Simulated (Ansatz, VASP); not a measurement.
# GeMo: VASP beside Ansatz

Aim: how closely do two programs agree when they are given the same cell, functional and k mesh? The cell is invented: As first built, before any earlier steps moved the atoms: it takes the TiMo structure with some of its atoms replaced by other elements, volume scaled by an estimate. It may not be a known or stable phase. The cell comes out of the VASP series on this material, whose earlier steps may have relaxed, scaled or displaced it; both programs get it as it stands.

Method: plane waves, with VASP 6.6.1 beside it; band structure at RPBE and band structure at PBE, spin-orbit coupling, in Ansatz 0.2.0.

### 1. Set-up

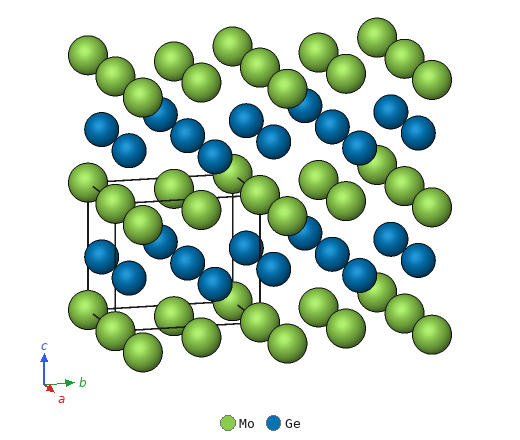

Start, viewed slightly off an axis; molybdenum green, germanium blue. 2×2×2 cells are drawn. This picture shows the conventional cell, with its axes. Some periodic images of atoms are drawn too.

### 2. VASP: band structure, RPBE

Levels along a path test the potential and the projectors away from the mesh points.

Lines of VASP's logs that name or quote its potential files are left out, and so is its time.

INCAR reads:

```
SYSTEM = GeMo
PREC = Accurate
ENCUT = 410
EDIFF = 1E-06
NELM = 100
ISMEAR = 0
SIGMA = 0.02
LREAL = .FALSE.
ALGO = Normal
GGA = RP
NBANDS = 26
LORBIT = 11
LWAVE = .FALSE.
LCHARG = .FALSE.
KPAR = 4
```

POSCAR reads:

```
GeMo
1.0
    1.6019480164     -2.3773060662      0.0000000000
    1.6019480164      2.3773060662      0.0000000000
    0.0000000000      0.0000000000      4.1313414296
Mo Ge
1 1
Direct
    0.0000000000      0.0000000000      0.0000000000
    0.5000000000      0.5000000000      0.5000000000
```

KPOINTS reads:

```
Automatic mesh
0
Gamma
5 5 4
0 0 0
```

KPOINTS_OPT reads:

```
Line mode
16
Line-mode
Reciprocal
  0.00000000   0.00000000   0.00000000 GAMMA
  0.36351850   0.36351850   0.00000000 X

  0.36351850   0.36351850   0.00000000 X
  0.00000000   0.50000000   0.00000000 S

  0.00000000   0.50000000   0.00000000 S
  0.00000000   0.50000000   0.50000000 R

  0.00000000   0.50000000   0.50000000 R
  0.36351850   0.36351850   0.50000000 A

  0.36351850   0.36351850   0.50000000 A
  0.00000000   0.00000000   0.50000000 Z

  0.00000000   0.00000000   0.50000000 Z
  0.00000000   0.00000000   0.00000000 GAMMA

  0.00000000   0.00000000   0.00000000 GAMMA
 -0.50000000   0.50000000   0.00000000 Y

 -0.50000000   0.50000000   0.00000000 Y
 -0.36351850   0.63648150   0.00000000 X1

 -0.36351850   0.63648150   0.00000000 X1
 -0.36351850   0.63648150   0.50000000 A1

 -0.36351850   0.63648150   0.50000000 A1
 -0.50000000   0.50000000   0.50000000 T

 -0.50000000   0.50000000   0.50000000 T
 -0.50000000   0.50000000   0.00000000 Y

  0.00000000   0.00000000   0.50000000 Z
 -0.50000000   0.50000000   0.50000000 T
```

PAW data sets: Mo_sv and Ge_d (PBE family, release 64).

Command:

```sh
mpirun -np 4 vasp_std
```

Numbers of over 12 decimals in the logs are rounded to 6 here.

Output:

```text
[banner, memory and clock lines left out]
running    4 mpi-ranks, on    1 nodes
 distrk:  each k-point on    1 cores,    4 groups
 distr:  one band on    1 cores,    1 groups

 POSCAR found type information on POSCAR MoGe
 POSCAR found :  2 types and       2 ions
|                                                                             |
|               ----> ADVICE to this user running VASP <----                  |
|                                                                             |
|     You enforced a specific xc type in the INCAR file but a different       |
|     [... a line on the potential file left out ...]
|     I HOPE YOU KNOW WHAT YOU ARE DOING!                                     |
|                                                                             |

 LDA part: xc-table for (Slater+PW92), standard interpolation
 POSCAR, INCAR and KPOINTS ok, starting setup
 FFT: planning ... GRIDC
 FFT: planning ... GRID_SOFT
 FFT: planning ... GRID
 WAVECAR not read
 entering main loop
       N       E                     dE             d eps       ncg     rms          rms(c)
DAV:   1     0.191432472230E+03    0.19143E+03   -0.12016E+04  1846   0.219E+03
DAV:   2     0.176521102443E+01   -0.18967E+03   -0.17863E+03  1492   0.483E+02
DAV:   3    -0.145478618054E+02   -0.16313E+02   -0.16083E+02  1558   0.890E+01
DAV:   4    -0.148277759978E+02   -0.27991E+00   -0.27931E+00  1556   0.121E+01
DAV:   5    -0.148304139513E+02   -0.26380E-02   -0.26378E-02  1616   0.129E+00    0.133E+01
DAV:   6    -0.143114743896E+02    0.51894E+00   -0.12737E+00  1522   0.780E+00    0.347E+00
DAV:   7    -0.142461996530E+02    0.65275E-01   -0.11368E-01  1842   0.359E+00    0.206E+00
DAV:   8    -0.142301128831E+02    0.16087E-01   -0.29008E-02  1762   0.146E+00    0.324E-01
DAV:   9    -0.142294323115E+02    0.68057E-03   -0.23846E-03  1794   0.611E-01    0.926E-02
DAV:  10    -0.142294567042E+02   -0.24393E-04   -0.88006E-05  1504   0.758E-02    0.470E-02
DAV:  11    -0.142294585189E+02   -0.18147E-05   -0.29582E-05  1938   0.762E-02    0.944E-03
DAV:  12    -0.142294587011E+02   -0.18223E-06   -0.95333E-07  1128   0.963E-03
   1 F= -.14229459E+02 E0= -.14229311E+02  d E =-.294605E-03
 Start KPOINTS_OPT (optional k-point list driver)
k-point batch [1-27\192]
       N       E                     dE             ncg
DAV:   1    -0.307875844892E+04   -0.24523E+05     1828
DAV:   2    -0.822668895287E+04   -0.51479E+04     1500
DAV:   3    -0.864935697342E+04   -0.42267E+03     1564
DAV:   4    -0.865640866512E+04   -0.70517E+01     1554
DAV:   5    -0.865647445661E+04   -0.65791E-01     1564
DAV:   6    -0.865647570614E+04   -0.12495E-02     1580
DAV:   7    -0.865647573821E+04   -0.32063E-04     1586
DAV:   8    -0.865647573903E+04   -0.82564E-06     1098
[...]
k-point batch [190-192\192]
       N       E                     dE             ncg
DAV:   1     0.216330239465E+05   -0.39858E+04      208
DAV:   2     0.210778565456E+05   -0.55517E+03      174
DAV:   3     0.210331745622E+05   -0.44682E+02      178
DAV:   4     0.210324415799E+05   -0.73298E+00      160
DAV:   5     0.210324332695E+05   -0.83104E-02      184
DAV:   6     0.210324331076E+05   -0.16187E-03      164
DAV:   7     0.210324331035E+05   -0.41077E-05      192
DAV:   8     0.210324331034E+05   -0.11210E-06      110
```

From OUTCAR (step 2):

```text
ion  position               nearest neighbor table
   1  0.000  0.000  0.000-   2 2.61   2 2.61   2 2.61   2 2.61   2 3.15   2 3.15   2 3.15   2 3.15

  LATTYP: Found a base centered orthorhombic cell.
 ALAT       =     3.2038960328
 B/A-ratio  =     1.4840094946
 C/A-ratio  =     1.2894742486

 Subroutine GETGRP returns: Found  8 space group operations
 (whereof  8 operations were pure point group operations)

The static configuration has the point symmetry D_2h.

 Found     27 irreducible k-points:

   k-points           NKPTS =     27   k-points in BZ     NKDIM =     27   number of bands    NBANDS=     26

   dimension x,y,z NGX =    20 NGY =   20 NGZ =   28
   dimension x,y,z NGXF=    40 NGYF=   40 NGZF=   56

   ENCUT  =  410.0 eV  30.13 Ry    5.49 a.u.   4.73  4.73  6.82*2*pi/ulx,y,z

   NELECT =      28.0000    total number of electrons

 k-points in reciprocal lattice and weights: Automatic mesh
   0.00000000  0.00000000  0.00000000       0.010
   0.20000000 -0.00000000  0.00000000       0.040
   0.40000000  0.00000000  0.00000000       0.040
   0.20000000  0.20000000  0.00000000       0.020
   0.40000000  0.20000000  0.00000000       0.040
  -0.40000000  0.20000000  0.00000000       0.040
  -0.20000000  0.20000000  0.00000000       0.020
   0.40000000  0.40000000  0.00000000       0.020
  -0.40000000  0.40000000  0.00000000       0.020
[...]
0.40000000  0.40000000  0.50000000       0.020
  -0.40000000  0.40000000  0.50000000       0.020

 average (electrostatic) potential at core
       1 -71.0242       2 -68.8897

 E-fermi :  10.9168

 k-point     1 :       0.0000    0.0000    0.0000
  band No.  band energies     occupation
    ...
      9     -13.9824      2.00000
     10      -1.8659      2.00000
     11       6.7243      2.00000
     12       8.3203      2.00000
     13       8.7720      2.00000
     14      11.0797      0.00000
     15      11.4285      0.00000
     16      12.3935      0.00000
     17      16.1061      0.00000
     18      16.8748      0.00000
    ...

 k-point     2 :       0.2000   -0.0000    0.0000
  band No.  band energies     occupation
    ...
      9     -13.9737      2.00000
     10      -0.9768      2.00000
     11       7.2993      2.00000
     12       7.4469      2.00000
     13       8.4508      2.00000
     14      11.3313      0.00000
     15      11.9207      0.00000
     16      13.0963      0.00000
     17      13.1710      0.00000
     18      16.3945      0.00000
    ...

 k-point     3 :       0.4000    0.0000    0.0000
  band No.  band energies     occupation
    ...
      9     -13.9418      2.00000
     10       1.5229      2.00000
     11       5.5985      2.00000
     12       6.2517      2.00000
     13       7.4118      2.00000
     14      11.5260      0.00000
     15      12.5001      0.00000
     16      13.6886      0.00000
     17      15.6734      0.00000
     18      15.8545      0.00000
    ...

  Total        1.2060954     -0.6611352      0.6170594     -0.0000000      0.0000000      0.0000000
  in kB       61.4097924    -33.6624903     31.4183205     -0.0000000      0.0000000      0.0000000
  external PRESSURE =      19.7218742 kB  Pullay stress =       0.0000000 kB

  energy-cutoff  :      410.00
  volume of cell :       31.47
      direct lattice vectors                 reciprocal lattice vectors
     1.601948016 -2.377306066  0.000000000     0.312119991 -0.210322098  0.000000000
     1.601948016  2.377306066  0.000000000     0.312119991  0.210322098  0.000000000
     0.000000000  0.000000000  4.131341430     0.000000000  0.000000000  0.242052132

 POSITION                                       TOTAL-FORCE (eV/Angst)
 -----------------------------------------------------------------------------------
      0.00000      0.00000      0.00000        -0.000000      0.000000      0.000000
      1.60195      0.00000      2.06567         0.000000      0.000000      0.000000
 -----------------------------------------------------------------------------------
    total drift:                                0.000000      0.000000      0.000000

  FREE ENERGIE OF THE ION-ELECTRON SYSTEM (eV)
  ---------------------------------------------------
  free  energy   TOTEN  =       -14.2294587011 eV

  energy  without entropy=      -14.2291640962  energy(sigma->0) =      -14.22931140

 total charge
# of ion       s       p       d       tot
------------------------------------------
    1        2.287   6.148   4.014  12.449
    2        1.150   1.175  10.090  12.415
--------------------------------------------------
tot          3.437   7.323  14.105  24.865

[... 3 further parts left out ...]
```

The run ends at a pressure of 1.97 GPa.

### 3. Ansatz: band structure, RPBE

Ansatz runs on its default PAW (the set named soft_2) files.

The same cell, functional, mesh and smearing now go to Ansatz, which takes its cutoff from its data sets.

input.yaml reads:

```yaml
crystal:
  lattice:
    - [1.6019480164, -2.3773060662, 0.0]
    - [1.6019480164, 2.3773060662, 0.0]
    - [0.0, 0.0, 4.1313414296]
  atoms:
    - { symbol: Mo, position: [0.0, 0.0, 0.0] }
    - { symbol: Ge, position: [0.5, 0.5, 0.5] }
hamiltonian:
  xc: rpbe
  pseudopotentials: { kind: paw }
kpoints:
  mp_grid: { grid: [5, 5, 4] }
  band_path:
    path:
      - [0.0, 0.0, 0.0]
      - [0.14541, 0.14541, 0.0]
      - [0.31505, 0.31505, 0.0]
      - [0.29081, 0.39081, 0.0]
      - [0.12117, 0.45451, 0.0]
      - [0.0, 0.5, 0.0]
      - [0.0, 0.5, 0.23333]
      - [0.0, 0.5, 0.46667]
      - [0.09694, 0.4636, 0.5]
      - [0.26658, 0.39991, 0.5]
      - [0.33928, 0.33928, 0.5]
      - [0.16964, 0.16964, 0.5]
      - [0.0, 0.0, 0.5]
      - [0.0, 0.0, 0.33333]
      - [0.0, 0.0, 0.1]
      - [-0.06667, 0.06667, 0.0]
      - [-0.3, 0.3, 0.0]
      - [-0.5, 0.5, 0.0]
      - [-0.44541, 0.55459, 0.0]
      - [-0.38172, 0.61828, 0.0]
      - [-0.36352, 0.63648, 0.1]
      - [-0.36352, 0.63648, 0.33333]
      - [-0.36352, 0.63648, 0.5]
      - [-0.42721, 0.57279, 0.5]
      - [-0.4909, 0.5091, 0.5]
      - [-0.5, 0.5, 0.36667]
      - [-0.5, 0.5, 0.13333]
      - [-0.03333, 0.03333, 0.5]
      - [-0.26667, 0.26667, 0.5]
      - [-0.5, 0.5, 0.5]
    npoints: 1
scf:
  occupations: { method: gaussian, width: 0.02 }
  n_extra_bands: 7
output:
  forces: true
  stress: true
  eigenvalues: true
```

Command:

```sh
ansatz run input.yaml --threads 2 --pin off --max-ram 4608MiB --backend cpu --events-out ev --progress --plain --runs-dir out
```

Output:

```text
scf.n_extra_bands = 7 over 14 filled bands (N_el = 28.0): the run solves 21 bands
Engine: ansatz 0.2.0, x86_64-unknown-linux-gnu
Pseudopotentials: kind: paw
Pseudopotential: Mo, paw, valence charge 14, recommended cutoff 420 eV (normal), Mo.paw.azcp
Pseudopotential: Ge, paw, valence charge 14, recommended cutoff 420 eV (normal), Ge.paw.azcp
Functional definition: RPBE
  parameter kappa = 0.804
  parameter beta = 0.066725
  exchange = rpbe_x(kappa = kappa, mu = beta*pi^2/3)
  correlation = pbe_c(beta = beta)
Crystal: 2 atoms, lattice volume = 31.467 Å³
Basis set: ecut = 420 eV, 615 PW (Γ), exchange–correlation on 40×40×60 points (8 copies of the dense FFT grid, shifted against one another)
Bands: 21, of which v1, the nominal top of the filled ones, is band 14 counted from 1 (13 counted from 0)
Symmetry: 8 space group operations
Space group: Cmmm (ITA 65), of the structure as read, at distance tolerance 3.2e-5 Å
k-points: 27 of 100
Non-local potential: Mo, projectors of the file, l = 0: 3, l = 1: 2, l = 2: 2, l = 3: 1
Non-local potential: Ge, projectors of the file, l = 0: 2, l = 1: 2, l = 2: 3, l = 3: 1
PAW form: soft (Blöchl's): semilocal exchange-correlation on the pseudo side does not see the compensation charge
PAW frozen core: Mo, regenerated for the run's functional, and the local potential with it (the file was generated under x = pbe(κ = 0.804, μ = 0.219515), c = pbe(β = 0.066725))
PAW frozen core: Ge, regenerated for the run's functional, and the local potential with it (the file was generated under x = pbe(κ = 0.804, μ = 0.219515), c = pbe(β = 0.066725))
PAW one-centre angular grid: Mo, 590 points (default); XC on 64 Gauss nodes
PAW one-centre angular grid: Ge, 590 points (default); XC on 64 Gauss nodes
Initial density: superposition of atomic densities (neutral atoms: chi_scale 0, normalization atom), corrected by the library's trained network
Initial wavefunctions: pseudopotential atomic-orbital guess
Functional: x = rpbe, c = pbe(β = 0.066725)
SCF iter   1: F=—  HF=-9263.442650 eV  |F-HF|=—  |Δ(HF+E_count)|=         —  Δρ=8.94e-3  dr2=1.64e-2  ethr=1.77e-3  ⟨swp⟩=5.9  Hψ=2638  notcnv=0
preconditioner: auto → none  [insulator: Δε(μ)=0.049 eV  Ē_g=20.267 eV  σ=0.020 eV  W_gap=0.50  n_scr=8 (ndim 8)  ℏωp=29.6 eV  f_vac=0.000  D(μ)=1.14/eV (n_scr^D=6)  ε∞_Penn≈3.1]
SCF iter   2: F=—  HF=-9263.439175 eV  |F-HF|=—  |Δ(HF+E_count)|=   3.48e-3  Δρ=3.17e-3  dr2=1.84e-3  ethr=5.85e-5  ⟨swp⟩=2.3  Hψ=1035  notcnv=0  defer=52
SCF iter   3: F=—  HF=-9263.439076 eV  |F-HF|=—  |Δ(HF+E_count)|=   9.85e-5  Δρ=9.54e-4  dr2=1.23e-4  ethr=6.58e-6  ⟨swp⟩=1.4  Hψ=544  notcnv=0  defer=52
SCF iter   4: F=—  HF=-9263.439090 eV  |F-HF|=—  |Δ(HF+E_count)|=   1.35e-5  Δρ=1.46e-4  dr2=2.06e-6  ethr=4.38e-7  ⟨swp⟩=2.6  Hψ=801  notcnv=0  defer=52
SCF iter   5: F=—  HF=-9263.439082 eV  |F-HF|=—  |Δ(HF+E_count)|=   7.82e-6  Δρ=3.08e-5  dr2=1.52e-7  ethr=7.36e-9  ⟨swp⟩=2.1  Hψ=768  notcnv=0  defer=52
SCF iter   6: F=-9263.439082 eV  HF=-9263.439082 eV  |F-HF|=4.65e-9  |Δ(HF+E_count)|=   2.63e-8  Δρ=7.30e-6  dr2=4.00e-9  ethr=3.57e-10  ⟨swp⟩=7.1  Hψ=2228  notcnv=0
SCF 1 converged in 6 iterations: F = -9263.439082 eV  dr2 = 4.00e-9
  greatest PAW one-centre occupation: 0.998 electrons in one spin orbital (limit 2), on the Ge atom at site 1 (counted from 0), in its partial waves of l = 2
NSCF: frozen V_eff on 30 k-points
SCF converged after 6 iterations
Free energy (F): -9263.439082 eV
Harris-Foulkes:  -9263.439082 eV  (|F-HF|=4.65e-9)
Internal energy: -9263.438805 eV  (E = F + TS)
E sigma→0 (E₀):  -9263.438943 eV
Entropy (-TS):   -0.000277 eV (-0.139 meV/atom)
Fermi energy:    17.732577 eV
--- Per-component energies (eV) ---
  E_band       = -128.573644
  E_kinetic    = 553.761346
  E_local      = -2779.988537  (includes V_loc(G=0)·N_el)
  E_nonlocal   = 560.889273
  E_hartree    = 1142.729370
  E_xc         = -259.917640
  E_vxc        = -294.348844  (∫ρ·V_xc dr)
  E_paw        = -5233.502196  (= ΣΔE_a)
  E_vpaw       = -454.345913  (= ΣTr[D̂ρ^β])
  E_aug_tail   = 0.000339  (compensation charges beyond the density's cutoff)
  E_ewald      = -3247.137770
  E_core_change = -0.272989  (= ΣΔE_core)
  E_smearing   = -0.000277  (= −TS)
  E_closure    = -0.000000  (closes the sum)
  Σ components = -9263.439082   (vs F -9263.439082, Δ=0.00e0)
--- Forces (eV/Å), atoms counted from 1 ---
  atom   1  Mo     0.00000000     0.00000000     0.00000000
  atom   2  Ge     0.00000000     0.00000000     0.00000000
  max |Σ_I F_I| component: 6.31e-30 eV/Å
--- Stress (GPa, compression-positive) ---
        6.481974       0.000000       0.000000
        0.000000      -2.932891       0.000000
        0.000000       0.000000       3.399872
  P = ⅓ Tr σ = 2.3163 GPa (23.163 kbar)
--- Band table (eV; the first three rows and the last of 27) ---
  k-point 0: bands = [... 10 lower, 13.5434, 15.1379, 15.5892, 17.9036, 18.2440, 19.2130, 22.9172, 23.6949, ... 3 higher]
  k-point 1: bands = [... 10 lower, 12.0027, 15.4249, 15.6180, 17.6604, 17.9512, 19.0908, 24.9052, 25.2328, ... 3 higher]
  k-point 2: bands = [... 10 lower, 10.5987, 15.5888, 15.6474, 17.2135, 17.9841, 18.9751, 25.9257, 26.6986, ... 3 higher]
  k-point 26: bands = [... 10 lower, 12.5105, 13.7708, 15.1998, 17.1006, 18.4087, 19.9682, 20.1182, 23.7166, ... 3 higher]
```

It took 1.7 s on 2 threads of AMD EPYC 7R43, shared host; peak memory 0.35 GiB.

In the SCF lines HF is the Harris–Foulkes energy and dr2 the Hartree energy of the density residual, in eV; the loop may stop once dr2 is under the threshold and the program's other checks hold. Hψ counts applications of the Hamiltonian.

### 4. Side by side

Known differences besides the PAW data sets themselves: the cutoff is 420 eV in Ansatz and 410 eV in VASP; Ansatz makes its cores anew for this functional, VASP keeps those of its PBE data sets; VASP leaves aspherical gradient terms in its spheres out (LASPH is not set), Ansatz keeps them. Total energies have different zeros and are not compared.

The two programs side by side:

```csv
quantity,Ansatz,VASP,difference
pressure (GPa),2.32,1.97,+0.34
```

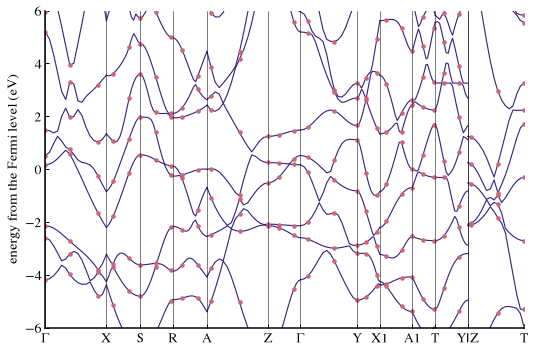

Bands from VASP (lines) and levels from Ansatz (dots). Dots without a line are higher empty bands that the VASP plot leaves out.

Levels from 3 eV below to 2 eV above the Fermi level differ by 4 meV r.m.s. and 10 meV at most; each VASP level is matched to the nearest of Ansatz, which flatters the figure a little. Ansatz's pressure holds a Pulay correction of 0.05 GPa; VASP's holds none.

### 5. Ansatz: band structure, PBE, spin-orbit coupling

The same path points are solved in both programs, so levels can be compared one by one.

The cell comes out of the VASP series on this material, whose earlier steps may have relaxed, scaled or displaced it; both programs get it as it stands.

Edit input.yaml of step 3 so:

```diff
@@ -9,6 +9,9 @@
 hamiltonian:
-  xc: rpbe
-  pseudopotentials: { kind: paw }
+  xc: pbe
+  pseudopotentials: { kind: paw_fr }
+magnetization:
+  noncollinear: true
+  spin_orbit: true
 kpoints:
-  mp_grid: { grid: [5, 5, 4] }
+  mp_grid: { grid: [7, 7, 5] }
   band_path:
@@ -48,3 +51,3 @@
   occupations: { method: gaussian, width: 0.02 }
-  n_extra_bands: 7
+  n_extra_bands: 14
 output:
@@ -53 +56,5 @@
   eigenvalues: true
+  write_density: true
+  write_potential: true
+  elf: true
+  volumetric_format: npy
```

Output:

```text
[...]
non-collinear run that drives no moment, with spin-orbit: no starting moment large enough to seed its density (crystal.atoms[].spin), no starting occupations that ask for one, no magnetisation constraint and no magnetic field, so the semilocal B_xc is pinned to zero
Crystal: 2 atoms, lattice volume = 31.467 Å³
[...]
k-point 1: bands = [... 24 lower, 15.4756, 15.4756, 17.6978, 17.6978, 17.8250, 17.8250, 19.0269, 19.0269, ... 10 higher]
  k-point 2: bands = [... 24 lower, 15.5091, 15.5091, 17.1847, 17.1847, 17.8476, 17.8476, 18.8970, 18.8970, ... 10 higher]
  k-point 47: bands = [... 24 lower, 15.1180, 15.1180, 17.0869, 17.0869, 18.1858, 18.1858, 20.3299, 20.3299, ... 10 higher]
[key lines of the parts left out:]
SCF converged after 8 iterations
Magnetization: |M| = 0.0000 μB,  M = (+0.0000, +0.0000, +0.0000) μB
Free energy (F): -9251.880781 eV
Fermi energy:    17.676539 eV
P = ⅓ Tr σ = 0.5133 GPa (5.133 kbar)
```

The job ended after 11 s (2 threads; peak memory 0.54 GiB; 21 s of CPU time).

(Continued in part 2 of 2.)

[Lines on the potential files, build, host, timing and source positions are cut from VASP's logs without a mark.]

[Logs are printed without paths, hosts, clocks, repeated set-up lines and the standing remarks that a program may print on its own settings, such as how far it seeks lower states.]

[Hosts, paths, dates, database ids (printed as entryN), source tags and the programs' standing remarks are cut or masked in the printed files.]
